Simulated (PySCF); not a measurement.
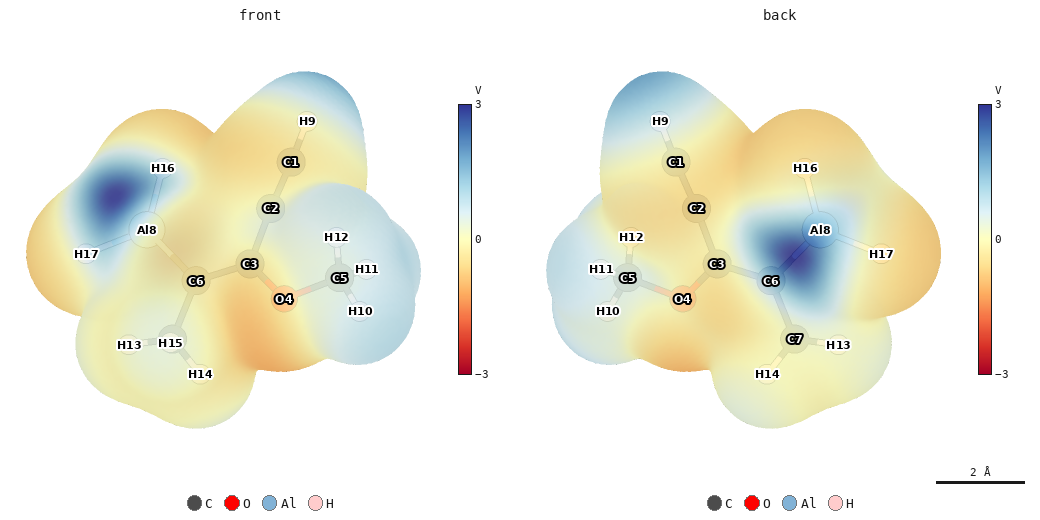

C₆H₉AlO (SMILES C#C/C(OC)=[C](/C)[AlH2]). The molecular electrostatic potential painted on the density surface at 0.002 e/bohr³, seen from the front and from behind; the colour scale runs from red (negative) to blue (positive).

Geometry: GFN2-xTB.

Theory: PBE0/pcSseg-1, SCF density, gas phase, non-relativistic in PySCF.

```xyz
17

C    -0.8217    2.5575    0.1515
C    -0.3841    1.4387    0.0709
C     0.2185    0.1563   -0.0374
O     1.5635    0.0527   -0.2658
C     2.2958    1.2460   -0.3852
C    -0.5690   -0.9381    0.0896
C     0.0305   -2.3177   -0.0192
Al   -2.5090   -0.7751    0.4241
H    -1.2518    3.5118    0.2300
H     3.3284    0.9486   -0.5632
H     1.9397    1.8531   -1.2240
H     2.2394    1.8444    0.5301
H    -0.7558   -3.0667    0.1126
H     0.4986   -2.4636   -0.9928
H     0.7952   -2.4701    0.7423
H    -3.3204    0.5360    0.5740
H    -3.3046   -2.1018    0.5526
```

Describe the electrostatic potential map.

The most negative region (about −1.1 V) lies over O4, the most positive (about +2.8 V) over Al8. O4 is the likeliest acceptor of a hydrogen bond.

What dipole moment does the calculation give?

Its dipole moment is 2.38 D.
